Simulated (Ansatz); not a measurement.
H$_{4}$CO: several calculations on one system

**1. Relaxation**

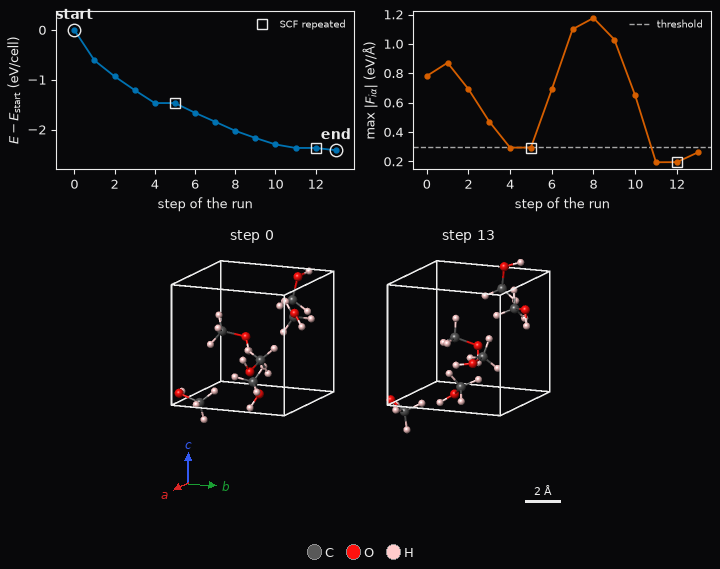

First and last geometry of a relaxation of an amorphous cell of composition H$_{4}$CO, with the history of the run. Style: ball-and-stick. Shown: the cell of the calculation, slightly off an axis.

The cell holds 6 CH3OH. The run prepares the start of a later molecular dynamics calculation, from a guessed geometry.

Computed with Ansatz, DFT PBE-D3(BJ), scalar-relativistic, plane waves, PAW. Set-up: plane-wave cutoff 420 eV; k-point mesh 1 × 1 × 1; occupations fermi dirac; smearing width 0.02 eV; no spin polarisation; atoms relaxed in a fixed cell; force threshold 0.3 eV/Å; at most 15 steps.

Q: Read the history and describe the run.

A: It converged. The energy falls by 2.414 eV per cell of the calculation in 11 accepted moves (13 points after the start). The largest force component goes from 0.78 to 0.26 eV/Å. 2 steps only repeated the SCF at the same geometry. The forces were under the threshold at step 4, but the run went on from there. The largest move is that of an H atom, 1.57 Å roughly along [1 −3 0]. By element the largest moves are H 1.57 Å, O 1.25 Å, C 1.05 Å. The cell stays as it was. Some distances before and after: C–O 1.423 → 1.449 Å, H–O 0.970 → 0.989 Å, C–H 1.090 → 1.102 Å, C–O 1.423 → 1.427 Å. Among the angles between lasting bonds that change: O–C–H 106.3° → 109.6°, C–O–H 107.4° → 110.3°, O–C–H 106.3° → 108.6°.

Limits of the set-up: the program's low-accuracy preset was used; the periodic images lie only 7.1 Å apart, so the values are limited by the cell's size.

**2. Dynamics**

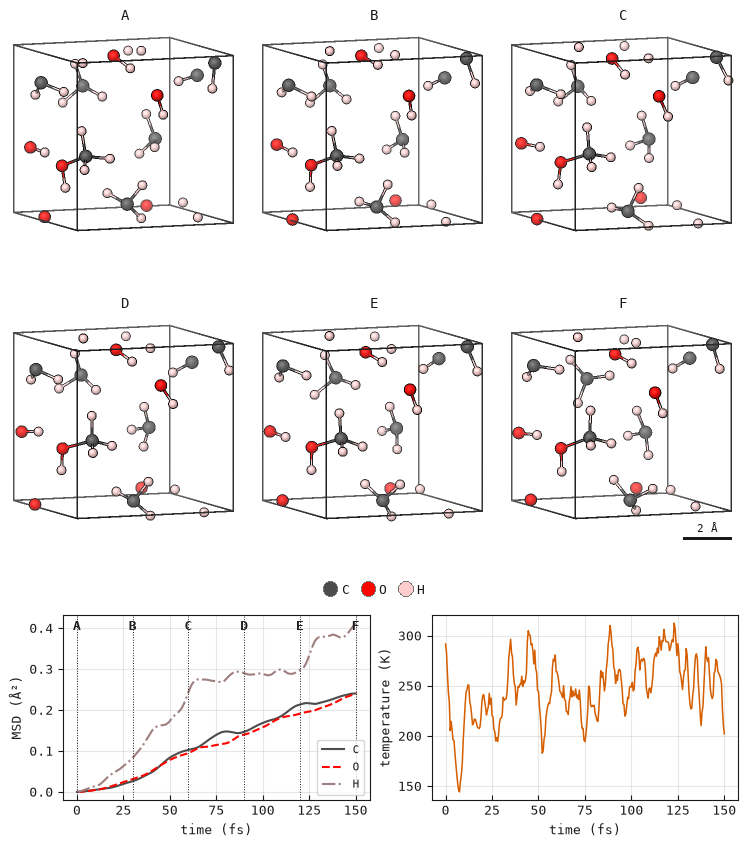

Molecular dynamics of a periodic cell with 6 CH3OH at 0.882 g/cm³, 150 fs long. Frames (A at 0 fs, B at 30 fs, C at 60 fs, D at 90 fs, E at 120 fs, F at 150 fs) and the history of the run. A ball-and-stick model of the simulation cell, seen slightly off an axis.

The calculation used DFT PBE-D3(BJ), scalar-relativistic, plane waves, PAW (Ansatz 0.2.0). Run with plane-wave cutoff 420 eV; k-point mesh 1 × 1 × 1; Fermi-Dirac smearing 0.02 eV; low-accuracy preset; Langevin thermostat (NVT); set temperature 300 K; time step 0.5 fs; friction 0.02 per fs.

Input
```yaml
accuracy: low
crystal:
  lattice:
    - [7.125623, 0.0, 0.0]
    - [0.0, 7.125623, 0.0]
    - [0.0, 0.0, 7.125623]
  atoms:
    - { symbol: C, position: [0.81054317, 0.76289199, 0.43006707] }
    - { symbol: O, position: [1.01014588, 0.7610236, 0.41371521] }
    - { symbol: H, position: [0.75143811, 0.86666869, 0.33180288] }
    - { symbol: H, position: [1.04775045, 0.62859263, 0.39629998] }
    - { symbol: H, position: [0.75057845, 0.62423833, 0.39679959] }
    - { symbol: H, position: [0.76821705, 0.79952634, 0.5750545] }
    - { symbol: C, position: [0.14544802, 0.22301529, 0.41222754] }
    - { symbol: O, position: [0.06141501, 0.39085672, 0.34162267] }
    - { symbol: H, position: [0.11674095, 0.21875815, 0.56455598] }
    - { symbol: H, position: [0.08834986, 0.40495187, 0.20737046] }
    - { symbol: H, position: [0.08499245, 0.09516508, 0.34741227] }
    - { symbol: H, position: [0.29973176, 0.22268109, 0.3913557] }
    - { symbol: C, position: [0.49435389, 0.42952412, 0.08898664] }
    - { symbol: O, position: [0.3607921, 0.31482369, -0.00649864] }
    - { symbol: H, position: [0.4174076, 0.55087023, 0.14510755] }
    - { symbol: H, position: [0.42642105, 0.21400626, -0.0731966] }
    - { symbol: H, position: [0.56164131, 0.35494953, 0.20713748] }
    - { symbol: H, position: [0.60597132, 0.48122566, -0.00552803] }
    - { symbol: C, position: [0.93030943, 0.12112754, -0.0540496] }
    - { symbol: O, position: [0.83451008, -0.04349832, 0.00816867] }
    - { symbol: H, position: [1.07894729, 0.10877873, -0.01578153] }
    - { symbol: H, position: [0.71511636, -0.04672767, -0.06086994] }
    - { symbol: H, position: [0.92111057, 0.13801763, -0.20773551] }
    - { symbol: H, position: [0.87356195, 0.24874197, 0.01275642] }
    - { symbol: C, position: [0.00455686, 0.57877375, 0.81977393] }
    - { symbol: O, position: [0.04196623, 0.61496106, 1.01277904] }
    - { symbol: H, position: [0.10722042, 0.47454509, 0.77164918] }
    - { symbol: H, position: [-0.02489883, 0.7308679, 1.0454687] }
    - { symbol: H, position: [-0.13809935, 0.52157032, 0.7975574] }
    - { symbol: H, position: [0.01902729, 0.70575962, 0.73346158] }
    - { symbol: C, position: [0.38419287, 0.85598895, 0.75434122] }
    - { symbol: O, position: [0.51549752, 1.00858535, 0.78325255] }
    - { symbol: H, position: [0.32175815, 0.82336871, 0.89208215] }
    - { symbol: H, position: [0.56760538, 1.04262787, 0.66188753] }
    - { symbol: H, position: [0.27292172, 0.89675298, 0.65478294] }
    - { symbol: H, position: [0.45785414, 0.72993563, 0.70079341] }
basis:
  ecutwfc: 420.0
kpoints:
  mp_grid: { grid: [1, 1, 1] }
hamiltonian:
  xc: pbe
  dispersion: d3bj
scf:
  occupations: { method: fermi_dirac, width: 0.02 }
  lower_state_search: "off"
md:
  timestep: 0.5
  n_steps: 300
  ensemble: nvt_langevin
  temperature: 300.0
  initial_velocities: maxwell_boltzmann
  seed: 6564
  friction: 0.02
```

Launched with:
```bash
ansatz run input.yaml --threads 1 --pin off --max-ram 3072MiB --backend cpu --events-out ev --progress --plain --runs-dir out
```

Q: Describe the run.

A: Root-mean-square distances from the starting positions over the second half, with the common drift of all atoms taken out: H 0.57 Å, C 0.44 Å, O 0.42 Å. The heavy atoms stay within a fraction of a molecule's size of their starting places; so short a run doesn't tell a liquid from a solid. The mean temperature in the second half is 260 K (standard deviation 26 K). The potential energy in the second half lies on average 27.6 meV per atom above the first frame.

Limits of the set-up: the program's low-accuracy preset was used; the periodic images lie only 7.1 Å apart, so the values are limited by the cell's size.

Cost: 7.5 min on 1 thread of Arm Neoverse V2 (shared host), peak memory 0.42 GiB.

**3. Dynamics**

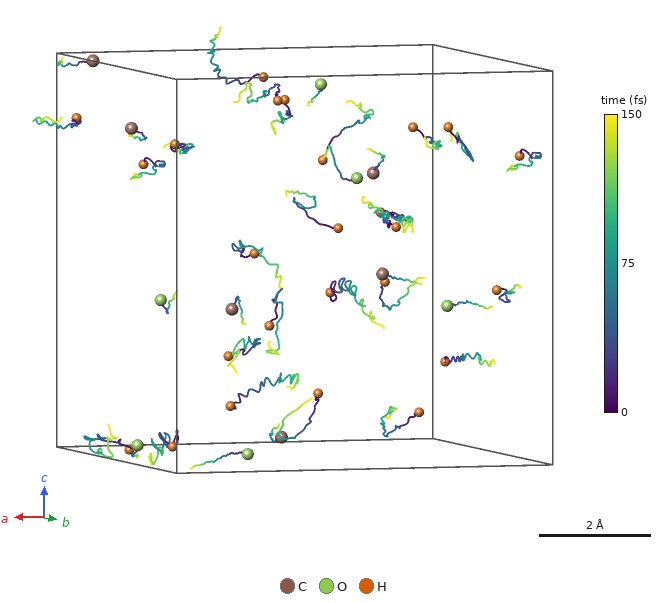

First-principles dynamics of a periodic cell with 6 CH3OH at 0.882 g/cm³, 150 fs long. It starts from the last geometry of an earlier run, with fresh velocities. Lines trace each atom's path, coloured by time; spheres stand at the starting positions. Seen from a free direction in the simulation cell.

All numbers below come from DFT PBE-D3(BJ), scalar-relativistic, plane waves, PAW (Ansatz). Run with plane-wave cutoff 420 eV; k-point mesh 1 × 1 × 1; Fermi-Dirac smearing 0.02 eV; low-accuracy preset; Nosé-Hoover thermostat (NVT); set temperature 300 K; time step 0.75 fs; thermostat time 5.0 fs.

Question: How do the atoms move?

Answer: Root-mean-square distances from the starting positions over the second half, with the common drift of all atoms taken out: H 0.83 Å, O 0.59 Å, C 0.58 Å. The heavy atoms stay within a fraction of a molecule's size of their starting places; so short a run doesn't tell a liquid from a solid. The mean temperature in the second half is 302 K (standard deviation 32 K). The potential energy is still drifting at the end, so the run hasn't reached equilibrium. The potential energy in the second half lies on average 2.3 meV per atom below the first frame. The thermostat's time constant is so short that it disturbs the motion.

Limits of the set-up: the program's low-accuracy preset was used; the periodic images lie only 7.1 Å apart, so the values are limited by the cell's size.
